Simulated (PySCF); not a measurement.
C3H10OSSi2

Input

```
{"job": {"kind": "nmr", "xc": "PBE0", "basis": "pcSseg-1"}, "charge": 0, "multiplicity": 1}
Si     2.192027     0.470020     1.037469
C      1.625131    -0.431612    -0.549307
Si    -0.235464    -0.475414    -0.895430
C     -1.287842    -1.092930     0.588101
O     -2.457291    -0.294753     0.615137
C     -2.162469     1.044306     0.559440
S     -1.147147     1.464317    -0.929844
H      1.726268    -0.283487     2.208264
H      1.653652     1.828567     1.076585
H      3.655567     0.509340     1.044469
H      2.102956     0.043481    -1.404870
H      1.994650    -1.455922    -0.528234
H     -0.614365    -1.181684    -2.119966
H     -1.627364    -2.121595     0.487946
H     -0.746510    -0.995231     1.538774
H     -3.095923     1.599233     0.483312
H     -1.582873     1.385394     1.427705
```

Launched as:

```sh
OMP_NUM_THREADS=1 python probes_run.py task.json out
```

Geometry: GFN2-xTB.

Level of theory: PySCF 2.14.0, PBE0/pcSseg-1, SCF density, gas phase, non-relativistic.

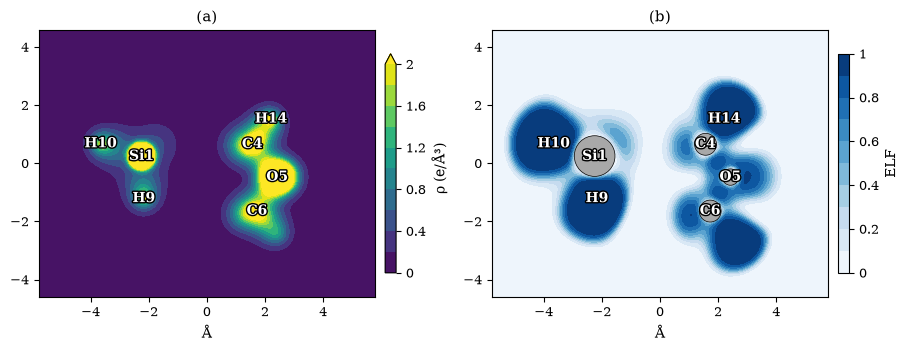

Figure 1. (a) electron density; (b) ELF on the plane of atoms O5, C4 and H14. Grey discs cover the atomic cores in the ELF map.

Q: Interpret the plot.

A:
- The plane passes through Si, C, O and H nuclei.
- C–O (1.37 Å): ρ is about 2.3 e/Å³ halfway, with its minimum of 2 e/Å³ about 0.5 Å from C; the ELF peaks at about 0.90 between the atoms: a polar covalent bond.
- C–H (1.09 Å): ρ at the midpoint is about 2 e/Å³; the ELF climbs to about 1 towards the hydrogen, as it does in any bond to H: a covalent bond by its length.
- C–O (1.42 Å): ρ at the midpoint is about 2 e/Å³, with its minimum of 1.7 e/Å³ about 0.5 Å from C; the ELF peaks at about 0.90 between the atoms, as expected for a polar covalent bond.
- Si–H (1.46 Å): ρ at the midpoint is about 0.81 e/Å³; the ELF climbs to about 1 towards the hydrogen.
- The ELF also peaks beside O5, away from the bonds: lone-pair regions.

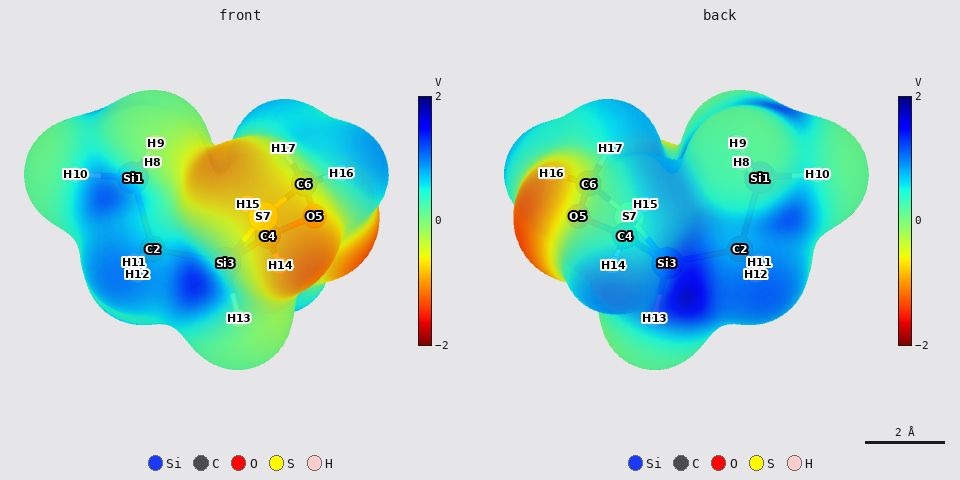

Figure 2. The electrostatic potential painted on the density surface at 0.002 e/bohr³, seen from the front and from behind; red is negative and blue positive.

Q: Which sites attract a positive test charge, and which a negative one?

A: A positive charge is drawn to the negative regions and a negative charge to the positive ones. The most negative region (about −1.3 V, or −30 kcal/mol for a unit charge) lies over O5, the most positive (about +1.6 V, or +37 kcal/mol for a unit charge) over Si3. O5 is the likeliest acceptor of a hydrogen bond.
